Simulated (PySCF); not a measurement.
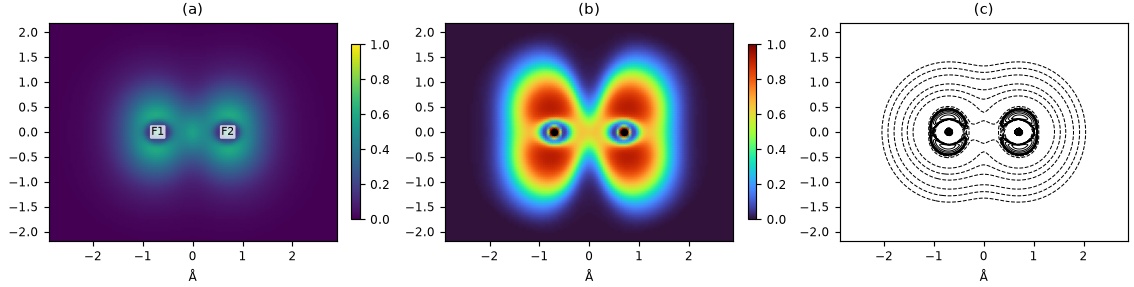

Figure 1: F2, SMILES `FF`. Three fields in a plane that holds the bond. (c): solid lines positive, dashed lines negative.

PySCF calculation, PBE0/def2-TZVP, gas phase; geometry: GFN2-xTB. No frequency check shows the geometry to be a minimum.

Input

```python
import numpy as np
from pyscf import gto, scf, dft
from pyscf.scf import atom_ks, atom_hf
from scipy.linalg import block_diag

def solve(mol, dm0=None, hcore=None):
    mf = (dft.UKS if mol.spin else dft.RKS)(mol, xc='pbe0')
    mf.grids.level = 3
    mf = mf.density_fit(auxbasis='def2-universal-jkfit')
    mf.conv_tol, mf.max_cycle = 1e-8, 80
    if hcore is not None:
        mf.get_hcore = lambda *args: hcore
    mf.kernel(dm0)
    if not mf.converged:
        mf = mf.newton().run(mf.mo_coeff, mf.mo_occ, max_cycle=30)
    assert mf.converged, 'SCF not converged'
    return mf

mol = gto.M(atom='''
F      0.70158     0.00000     0.00000
F     -0.70158     0.00000     0.00000
''', basis='def2-tzvp', charge=0, spin=0, verbose=4)
mf = solve(mol)
mf.analyze()
# spherically averaged free atoms, for the promolecule
atm = atom_ks.get_atm_nrks(mol, xc='pbe0')
pro = block_diag(*[(atm[a[0]][2] * atm[a[0]][3]) @ atm[a[0]][2].T for a in mol._atom])
np.savez('result.npz', e=mf.e_tot, c=mf.mo_coeff, occ=mf.mo_occ, eps=mf.mo_energy, pro=pro, dip=mf.dip_moment(verbose=0), s2=mf.spin_square()[0])
```

Command:

```sh
OMP_NUM_THREADS=1 python input.py
```

The run took 2.4 s on 1 thread of Intel(R) Xeon(R) Platinum 8488C (Sapphire Rapids), with other jobs on the host, peak memory 0.18 GiB.

Partitions, critical points and surface values were worked out afterwards from this run's density.

The panels show, in some order, the negative Laplacian of the density (−∇²ρ), electron localisation function (ELF) and localised orbital locator (LOL). Which is which?

(a) is the localised orbital locator (LOL): it runs from 0 to 1, peaks where electrons are localised, as in bonds, and fades smoothly outside. (b) is the electron localisation function (ELF): it runs from 0 to 1 and is close to 1 over wide basins that fill the valence regions. (c) is the negative Laplacian of the density (−∇²ρ): shells alternate in sign around each nucleus and valence concentrations outline the bonding and non-bonding pairs.
